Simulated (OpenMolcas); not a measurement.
ICl (iodine monochloride): a line through the functionals

ICl has 2 atoms, charge 0, and is taken as a singlet. SMILES: `ClI`. The shape is that of a PBE0-D4/def2-TZVP optimisation.

The electronic atomisation energy y, in eV, basis def2-TZVP with a core potential; a is the functional's share of exact exchange. Programs: OpenMolcas 26.06.

```
functional     program     a  y (eV)
       PBE  OpenMolcas     0    2.62
    r2SCAN  OpenMolcas     0    2.40
     B3LYP  OpenMolcas   0.2    2.25
      PBE0  OpenMolcas  0.25       ?
     BHLYP  OpenMolcas   0.5    1.97
```

**Question.** Fit y = c + s·a to the known rows and predict PBE0.

**Answer.** 
1. Means of the 4 rows: a = 0.1750, y = 2.310.
2. Σ(Δa)² = 0.1675, Σ(Δa·Δy) = -0.182, so the slope is -0.182/0.1675 = -1.0866.
3. Intercept: 2.310 − (-1.0866) × 0.1750 = 2.500. The largest residual of the fit is 0.12.
4. PBE0: 2.500 + (-1.0866) × 0.25 = 2.23 eV.

The run gave 2.40 eV, so the prediction is off by -0.17 eV, about the scatter of the fit. The rows mix families of semi-local functionals, which the line can't see. Spin-orbit coupling is left out.

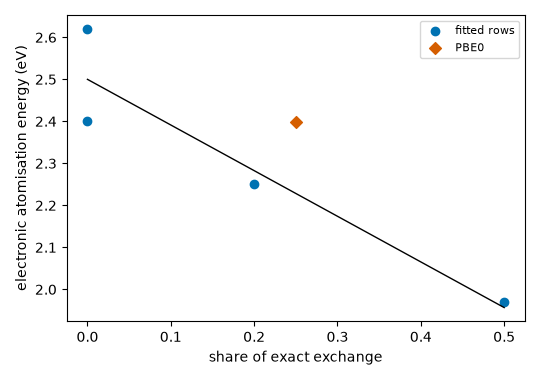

The fitted line, with the withheld row.
